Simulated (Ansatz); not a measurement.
**[NH3]+ (SMILES [NH3+]): levels of theory compared**

Wanted: a comparison of 6 runs (U-wB97M-V/6-31G*, UCAM-B3LYP/6-31G*, UPBE0/6-31G*, RPA@PBE/6-31G*, UCCSDT/6-31G*, UCCSD(T)/6-31G*) of [NH3]+. 

The calculation is run with Ansatz 0.2.0.

**1. Starting point**

The species is [NH3]+ (4 atoms), meant as a doublet with charge +1. As SMILES, `[NH3+]`. The H2–N1 distance was set to 1.542 Å, away from the relaxed value. At this shape a bond of the SMILES string is far longer than usual.

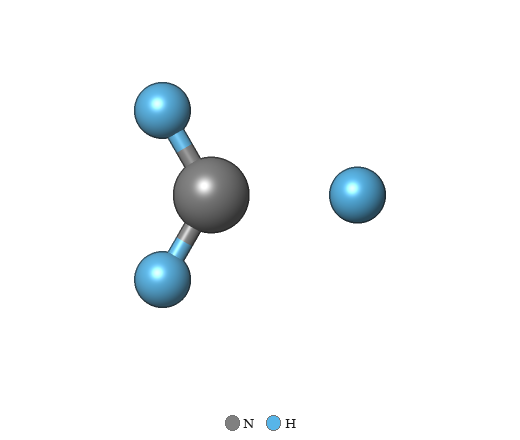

Viewed from a chosen angle; nitrogen grey, hydrogen blue.

**2. A single-point energy at U-wB97M-V/6-31G(d) (spherical functions) (run 1)**

Input file job.yaml:

```yaml
crystal:
  periodic: [false, false, false]
  atoms:
    - {symbol: "N", position_ang: [-0.255136, 0.118143, -0.430139]}
    - {symbol: H, position_ang: [0.510700, -0.238750, 0.859300]}
    - {symbol: H, position_ang: [-1.250736, -0.120557, -0.519619]}
    - {symbol: H, position_ang: [0.229344, 0.598043, -1.198969]}
basis:
  gaussian: {orbitals: 6-31G_st_-spherical.json}
total_charge: 1
magnetization: {spin_polarized: true, initial_magnetization: 1}
hamiltonian: {xc: {name: wB97M-V}}
accuracy: high
```

The basis set 6-31G* is read from a file made from the Basis Set Exchange's data (not shown).

The run is started by

```console
$ ansatz run job.yaml --threads 1 --pin off --max-ram 2610MiB --events-out events.jsonl --progress --plain --runs-dir runs
```

The log of the run:

```text
Warning: RAYON_NUM_THREADS=1 ignored (pool sized by the plan → 1); use --threads N
Functional definition: wB97M-V
  name "wB97M-V"
  parameter omega = 0.3/bohr
  parameter cx = 0.15
  parameter cx01 = 1.007
  parameter cx10 = 0.259
  parameter css00 = 0.443
  parameter css04 = -1.437
  parameter css10 = -4.535
  parameter css20 = -3.390
  parameter css43 = 4.278
  parameter cos00 = 1.000
  parameter cos10 = 1.358
  parameter cos20 = 2.924
  parameter cos21 = -8.812
  parameter cos60 = -1.390
  parameter cos61 = 9.142
  parameter b = 6.0
  parameter c = 0.01
  gx(w, u) = 1 - cx + cx01*u + cx10*w
  gss(w, u) = css00 + css04*u^4 + css10*w + css20*w^2 + css43*w^4*u^3
  gos(w, u) = cos00 + cos10*w + (cos20 + cos21*u)*w^2 + (cos60 + cos61*u)*w^6
  exchange = spin_sum(e_x_unif_sr(omega)*gx(b97_w, b97_u_x)) + cx*exact_x_sr(omega) + exact_x_lr(omega)
  correlation = spin_sum(e_c_pw_mod_same_spin*gss(b97_w, b97_u_same))
      + integral(e_c_pw_mod_opposite_spin*gos(b97_w_opposite, b97_u_opposite)) + vv10(b, c)
397 factors; integrals over basis functions are off by at most 4.0e-9 eV
142 factors; integrals over basis functions are off by at most 1.7e-9 eV
mean field evaluation 1: about -1520.0583 eV, gradient 3.5e1 eV
mean field evaluation 2: about -1521.5676 eV, gradient 3.0e1 eV
mean field evaluation 4: about -1525.6518 eV, gradient 3.9e-1 eV
mean field evaluation 8: about -1525.6502 eV, gradient 2.2e-2 eV
mean field evaluation 16: about -1525.6502 eV, gradient 3.1e-6 eV
mean field -1525.65023887 eV, -56.0666121555 hartree, gradient 4.5e-8 eV, S^2 0.762122; 0 other end points of the search recorded, 0 dependent functions left out
reference -1525.65024078 eV, -56.0666122258 hartree; 5, 4 occupied and 15, 16 virtual orbitals, 397 factors
Total energy: -1525.65024078 eV, -56.0666122258 hartree
```

Wall time 8.7 s (1 thread of Arm Neoverse V1, shared host); peak memory 0.29 GiB.

**3. The energy at UCAM-B3LYP/6-31G(d) (spherical functions) (run 2)**

Input file run.yaml:

```yaml
crystal:
  periodic: [false, false, false]
  atoms:
    - {symbol: "N", position_ang: [-0.255136, 0.118143, -0.430139]}
    - {symbol: H, position_ang: [0.510700, -0.238750, 0.859300]}
    - {symbol: H, position_ang: [-1.250736, -0.120557, -0.519619]}
    - {symbol: H, position_ang: [0.229344, 0.598043, -1.198969]}
basis:
  gaussian: {orbitals: 6-31G_st_-spherical.json}
total_charge: 1
magnetization: {spin_polarized: true, initial_magnetization: 1}
hamiltonian: {xc: {name: CAM-B3LYP}}
accuracy: high
```

The basis set 6-31G* is read from a file made from the Basis Set Exchange's data (not shown).

The run is started by

```console
$ ansatz run run.yaml --threads 1 --pin off --max-ram 2610MiB --events-out events.jsonl --progress --plain --runs-dir runs
```

The log of the run:

```text
Warning: RAYON_NUM_THREADS=1 ignored (pool sized by the plan → 1); use --threads N
Functional definition: CAM-B3LYP
  name "CAM-B3LYP"
  parameter alpha = 0.19
  parameter beta = 0.46
  parameter omega = 0.33/bohr
  parameter ac = 0.81
  exchange = (1 - alpha - beta)*b88_x + beta*b88_x_sr(omega) + alpha*exact_x + beta*exact_x_lr(omega)
  correlation = (1 - ac)*vwn5_c + ac*lyp_c
397 factors; integrals over basis functions are off by at most 4.0e-9 eV
157 factors; integrals over basis functions are off by at most 1.0e-9 eV
mean field evaluation 1: about -1518.7007 eV, gradient 3.9e1 eV
mean field evaluation 2: about -1518.1184 eV, gradient 4.0e1 eV
mean field evaluation 4: about -1525.7807 eV, gradient 4.3e-1 eV
mean field evaluation 8: about -1525.7807 eV, gradient 3.8e-2 eV
mean field evaluation 16: about -1525.7808 eV, gradient 1.9e-6 eV
mean field -1525.78075811 eV, -56.0714086492 hartree, gradient 1.0e-7 eV, S^2 0.763487; 0 other end points of the search recorded, 0 dependent functions left out
reference -1525.78076865 eV, -56.0714090367 hartree; 5, 4 occupied and 15, 16 virtual orbitals, 397 factors
Total energy: -1525.78076865 eV, -56.0714090367 hartree
```

It took 1.1 s on 1 thread of Arm Neoverse V1, shared host; peak memory 0.096 GiB.

**4. The energy at UPBE0/6-31G(d) (spherical functions) (run 3)**

Input file job.yaml:

```yaml
crystal:
  periodic: [false, false, false]
  atoms:
    - {symbol: N, position_ang: [-0.255136, 0.118143, -0.430139]}
    - {symbol: H, position_ang: [0.510700, -0.238750, 0.859300]}
    - {symbol: H, position_ang: [-1.250736, -0.120557, -0.519619]}
    - {symbol: H, position_ang: [0.229344, 0.598043, -1.198969]}
basis:
  gaussian:
    orbitals: 6-31G_st_-spherical.json
total_charge: 1
magnetization:
  spin_polarized: true
  initial_magnetization: 1
hamiltonian:
  xc: {name: PBE0}
accuracy: high
```

The basis set 6-31G* is read from a file made from the Basis Set Exchange's data (not shown).

The run is started by

```console
$ ansatz run job.yaml --threads 1 --pin off --max-ram 2610MiB --events-out events.jsonl --progress --plain --runs-dir runs
```

The log of the run:

```text
Warning: RAYON_NUM_THREADS=1 ignored (pool sized by the plan → 1); use --threads N
Functional definition: PBE0
  name "PBE0"
  parameter a = 0.25
  parameter kappa = 0.804
  parameter beta = 0.06672455060314922
  exchange = (1 - a)*pbe_x(kappa = kappa, mu = beta*pi^2/3) + a*exact_x
  correlation = pbe_c(beta = beta)
397 factors; integrals over basis functions are off by at most 4.0e-9 eV
mean field evaluation 1: about -1516.4873 eV, gradient 4.2e1 eV
mean field evaluation 2: about -1510.9522 eV, gradient 5.1e1 eV
mean field evaluation 4: about -1524.7691 eV, gradient 6.4e-1 eV
mean field evaluation 8: about -1524.7681 eV, gradient 3.8e-2 eV
mean field evaluation 16: about -1524.7682 eV, gradient 1.2e-6 eV
mean field -1524.76818621 eV, -56.0341973183 hartree, gradient 9.4e-8 eV, S^2 0.763607; 0 other end points of the search recorded, 0 dependent functions left out
reference -1524.76818743 eV, -56.0341973630 hartree; 5, 4 occupied and 15, 16 virtual orbitals, 397 factors
Total energy: -1524.76818743 eV, -56.0341973630 hartree
```

Run time: 0.91 s. Hardware: 1 thread of Arm Neoverse V1, shared host; peak memory 0.095 GiB.

Runs 4 to 5 aren't shown in full; the table further down has their settings and results.

**5. A single-point energy at UCCSD(T)/6-31G(d) (spherical functions) (run 6)**

Input file input.yaml:

```yaml
basis:
  gaussian:
    orbitals: 6-31G_st_-spherical.json
crystal:
  periodic: [false, false, false]
  atoms:
    - {symbol: "N", position_ang: [-0.255136, 0.118143, -0.430139]}
    - {symbol: H, position_ang: [0.510700, -0.238750, 0.859300]}
    - {symbol: H, position_ang: [-1.250736, -0.120557, -0.519619]}
    - {symbol: H, position_ang: [0.229344, 0.598043, -1.198969]}
total_charge: 1
magnetization:
  spin_polarized: true
  initial_magnetization: 1
correlation:
  method: ccsd_t
  frozen_orbitals: {H: 0, "N": 1}
accuracy: high
scf:
  omitted_lower_state_checks: [cluster_reference, increment]
```

The basis set 6-31G* is read from a file made from the Basis Set Exchange's data (not shown).

The run is started by

```console
$ ansatz run input.yaml --threads 1 --pin off --max-ram 2610MiB --events-out events.jsonl --progress --plain --runs-dir runs
```

The log of the run, shortened:

```text
Warning: RAYON_NUM_THREADS=1 ignored (pool sized by the plan → 1); use --threads N
Functional definition: HF
  name "HF"
[...]
397 factors; integrals over basis functions are off by at most 4.0e-9 eV
[...]
mean field -1517.84811979 eV, -55.7798895678 hartree, gradient 2.1e-8 eV, S^2 0.850449; 0 other end points of the search recorded, 0 dependent functions left out
1 core orbitals not correlated: weight in the atoms' cores, before any rotation towards them, 1.000 or more for the frozen orbitals, at most 0.000 for the correlated occupied ones
reference -1517.84811979 eV, -55.7798895678 hartree; 4, 3 occupied and 15, 16 virtual orbitals, 397 factors
second order -3.68074925 eV of doubles, -0.00000000 eV of singles
cycle   1  -4.07947898 eV  change   -4.0e-1 eV  update   5.4e-2
[...]
cycle  23  -4.39293699 eV  change  -2.5e-11 eV  update  5.9e-10
perturbative correction -0.06997274 eV, -0.0025714508 hartree
Total energy: -1522.31102952 eV, -55.9438984753 hartree
Checks for a lower state left out: cluster_reference, increment
```

Run time: 0.24 s. Hardware: 1 thread of Arm Neoverse V1, shared host.

**6. All runs side by side**

```csv
run,level,frozen core orbitals,energy (Eh),⟨S²⟩,wall time
1,U-wB97M-V/6-31G* (spherical functions),–,-56.066612,0.762,8.7 s
2,UCAM-B3LYP/6-31G* (spherical functions),–,-56.071409,0.763,1.1 s
3,UPBE0/6-31G* (spherical functions),–,-56.034197,0.764,0.91 s
4,RPA@PBE/6-31G* (spherical functions),1,-56.020340,0.759,1.2 s
5,UCCSDT/6-31G* (spherical functions),1,-55.944416,0.850,0.99 s
6,UCCSD(T)/6-31G* (spherical functions),1,-55.943898,0.850,0.24 s
```

**7. What came out**

| quantity | value |
| --- | --- |
| run 6: total energy | -55.94390 Eh |
| run 6: correlation energy (1 core orbital frozen) | -164.0 mEh |
| run 6: (T) correction | -2.57 mEh |
| run 6: ⟨S²⟩ of the reference determinant | 0.850 |
| run 6: T1 diagnostic | 0.034 |

What this shows: Totals of different functionals can't be ranked against each other. Spin contamination of the reference: run 5 ⟨S²⟩ = 0.85, run 6 ⟨S²⟩ = 0.85. All runs together took 13 s, the longest 8.7 s.
